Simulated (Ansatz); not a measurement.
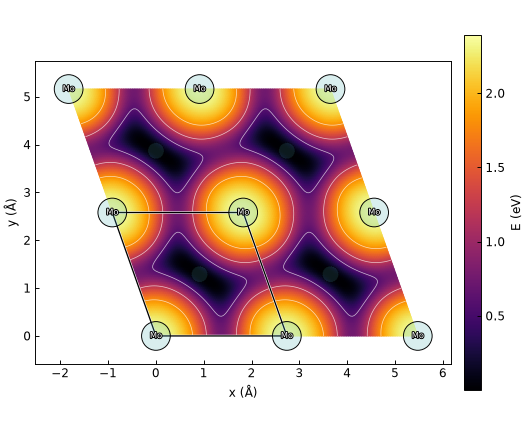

N on a Mo(110) slab cut from the Im-3m phase, its upper half relaxed before the scan (12 atoms of substrate and one adsorbate in a 2 × 2 cell). N is moved over the surface cell; relaxed at each place: the height of the adsorbate's atoms; substrate rigid; the origin of the map has the adsorbate above Mo9. Places are given modulo a cell vector. The map is drawn in real space over the plane of the surface. Grid: 6 × 6 points; 13 points were computed and 23 follow by symmetry. Places are given in fractions of the 1 × 1 surface cell. All energies are given in eV relative to the lowest grid point. Theory: DFT PBE, scalar-relativistic, plane waves, PAW (Ansatz). Settings: cutoff 420 eV, k-mesh 5×5×1, gaussian smearing 0.1 eV, no spin polarisation.

In the figure: a smooth colour map with a few white contour lines, labelled circles for the atoms of the top layer and small ones for the second layer, the outline of one cell of the 2 × 2 shown. Between grid points the surface is interpolated.

The lowest grid point is at a bridge site between two Mo atoms, over a second-layer Mo atom, (3/6, 3/6) of the cell vectors. The highest grid point, the top site over a surface Mo atom, (0/6, 0/6) of the cell vectors, lies 2.39 eV above the lowest. At the lowest point the adsorbate has 2 Mo at 1.94 Å as nearest neighbours, at the highest 1 Mo at 1.74 Å. Its relaxed height above the top atom is 1.12 Å at the lowest and 1.74 Å at the highest point.

N is replaced by S; all else is set up alike.

> What does this change do to the map?

The lowest place stays at a bridge site between two Mo atoms, over a second-layer Mo atom, (3/6, 3/6) of the cell vectors. The span from the lowest to the highest grid point shrinks from 2.39 to 1.76 eV. In the new map: at the lowest point the adsorbate has 2 Mo at 2.36 Å as nearest neighbours, at the highest 1 Mo at 2.19 Å. Its relaxed height above the top atom is 1.75 Å at the lowest and 2.19 Å at the highest point.

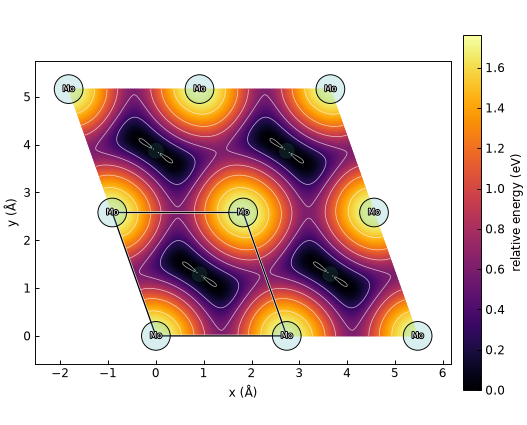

The map after the change, on a colour scale of its own. Drawn: a smooth colour map with a few white contour lines, labelled circles for the atoms of the top layer and small ones for the second layer, the outline of one cell of the 2 × 2 shown. Between grid points the surface is interpolated.

PAW datasets: the set soft_1.
